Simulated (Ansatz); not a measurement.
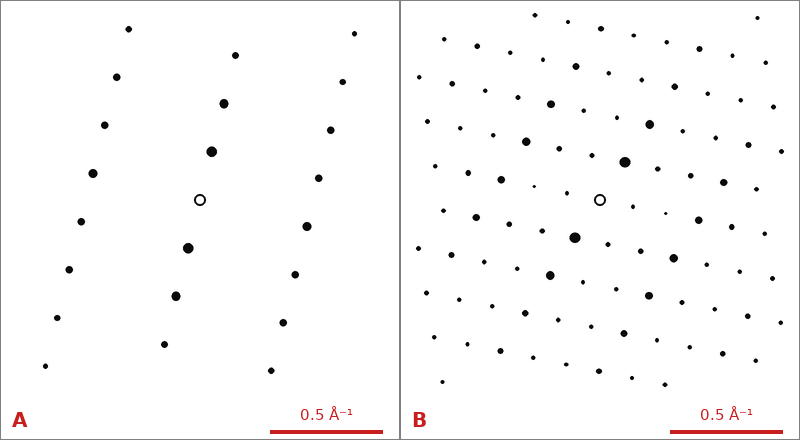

Kinematic electron diffraction patterns (200 kV, B = 0.5 Å², same scale, each along a low-index zone) of two structures of composition RbH2, each relaxed at zero pressure with Ansatz 0.2.0, DFT PBE, scalar-relativistic, plane waves, PAW.

The structures (standard cells):
1. R-3m (No. 166), a = 4.035 Å, c = 13.449 Å (hexagonal axes), 9 atoms; generated start, possibly hypothetical
2. P3_121 (No. 152), a = 7.633 Å, c = 7.344 Å (hexagonal axes), 9 atoms; generated start, possibly hypothetical

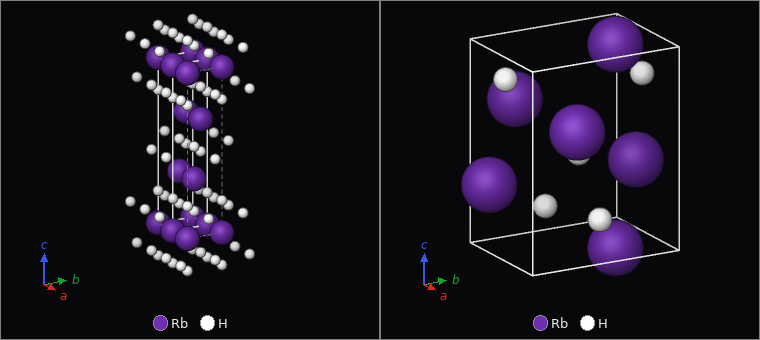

Drawings of the structures 1 to 2, from left to right (each may span several cells).

Q: Which pattern belongs to which structure, and along which zone?

A: A is structure 1 along [210] or an equivalent direction: rectangular net of 0 0 3 at d = 4.48 Å and 1 -2 0 at d = 2.02 Å, 90.0° apart. B is structure 2 along [101] or an equivalent direction: centred rectangular net of 0 1 0 (weak) at d = 6.61 Å and 1 0 -1 at d = 4.91 Å, 68.2° apart.

Q: Rank the structures by their computed energy.

A: Structure 2 (P3_121, 41.17 Å³ an atom) is the lowest of these; structure 1 (R-3m, 21.07 Å³ an atom) lies about 560 meV an atom higher. These are static energies at 0 K; other structures, not shown, may lie lower still.
